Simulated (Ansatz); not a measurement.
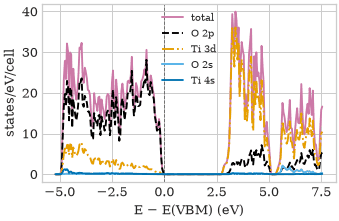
Total and projected density of states of TiO2 in space group Pbca (No. 61; Ti on 8c, O on 8c, O on 8c), r²SCAN (plane waves, PAW; program Ansatz)

Which orbitals carry the states next to the gap?

Top 1 eV of the valence band: O 2p 93 %, Ti 3d 6 %. Bottom 1 eV of the conduction band: Ti 3d 90 %, O 2p 8 %. Projections are on Löwdin-orthogonalised atomic valence shells; empty p or d shells of many metals are not among them.

Where is the tallest occupied peak in this window, and what makes it?

Near -3.9 eV, about 32 states/eV per cell; the largest projected share is O 2p.

The cell was relaxed with r²SCAN under the symmetry of its start. The run is not spin-polarised.

Potentials: the earlier of the program's two PAW sets. The files were generated under PBE; for other functionals the program regenerates the frozen cores, and for LDA and PBEsol the local potential too.
